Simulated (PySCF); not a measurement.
**C3H4, SMILES `C=C=C`: what the electrons do**

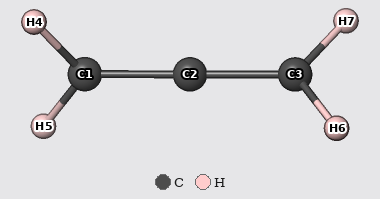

The molecule, with its atoms numbered as below. No frequency check shows the geometry to be a minimum.

Cartesian coordinates (Å):

```
C1      -1.2935    0.0001   -0.0001
C2      -0.0000   -0.0003    0.0002
C3       1.2935    0.0001   -0.0001
H4      -1.8608    0.6481    0.6484
H5      -1.8608   -0.6479   -0.6484
H6       1.8608   -0.6485    0.6478
H7       1.8608    0.6487   -0.6479
```

## 1. Bonding charge

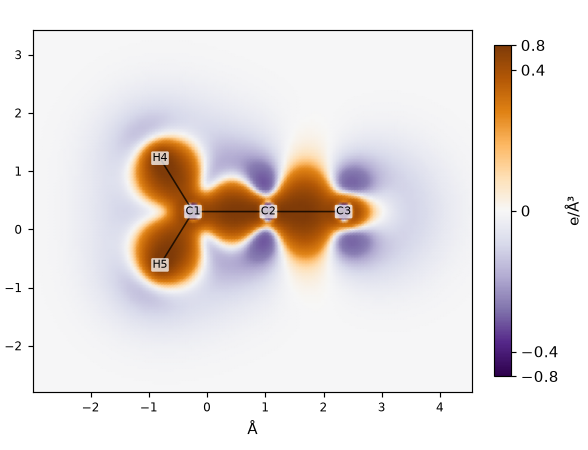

Deformation density (molecule less spherical, spin-averaged free atoms) in the plane of C1, C2, C3, H4 and H5; colour scale in e/Å³, logarithmic beyond ±0.1; orange: gain, purple: loss.

Computed with PySCF, B3LYP/def2-TZVP, geometry: GFN2-xTB.

Question: How much density has each bond in this plane gained at its critical point, relative to the free atoms?

Answer: C1–C2 and C2–C3: +0.77 e/Å³ at the bond critical point (bond length 1.29 Å, Mayer order 2.0). C1–H5 and C1–H4: +0.74 e/Å³ at the bond critical point (bond length 1.08 Å, Mayer order 0.9). In all, 1.6 electrons gather in the regions of gain relative to the promolecule.

## 2. Bond critical points

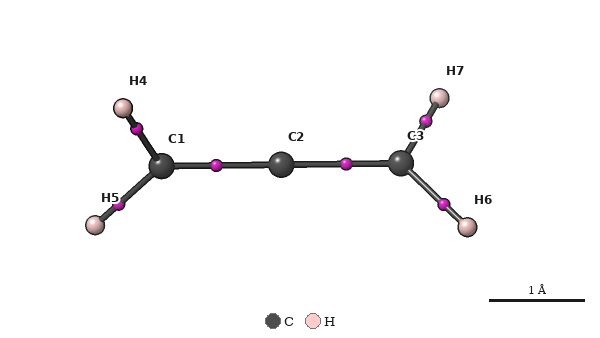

Molecular graph of the electron density (QTAIM): bond paths, bond critical points (magenta), ring points (cyan, if any); weak paths are dashed.

Question: How many critical points of each kind are there, and does the count close?

Answer: 7 nuclei, 6 bond, 0 ring and 0 cage critical points: 7 − 6 + 0 − 0 = 1, as the Poincaré–Hopf relation requires.

Question: Tabulate density, Laplacian, ellipticity and energy density at the bond critical points (atomic units).

Answer:
```
           bond  length (Å)  ρ (a.u.)  ∇²ρ (a.u.)     ε  H (a.u.)
C1–C2 (2 alike)       1.293     0.369       −1.18  0.36    −0.480
C1–H5 (4 alike)       1.078     0.285       −1.01  0.02    −0.293
```

Question: What kind of interaction is C1–H5?

Answer: Shared-shell (covalent): ρ = 0.285, ∇²ρ = −1.01, H = −0.293 a.u.

## 3. Local ionisation energy

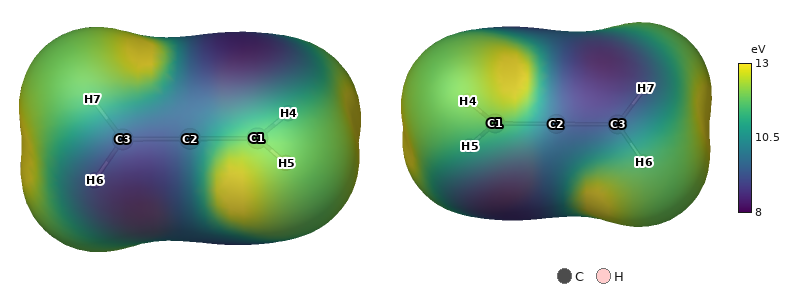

Average local ionisation energy on the surface of electron density 0.001 a.u. (back view left, front view right).

Question: Locate the minima of the map.

Answer: The lowest value is 8.4 eV, over C1, off the plane of its three bonds (2.1 Å), and at like points elsewhere. For comparison, the highest occupied orbital lies at −7.5 eV.

Question: What volume does the surface enclose, and what is the dipole moment?

Answer: About 73 Å³; the dipole moment is 0.0 D.
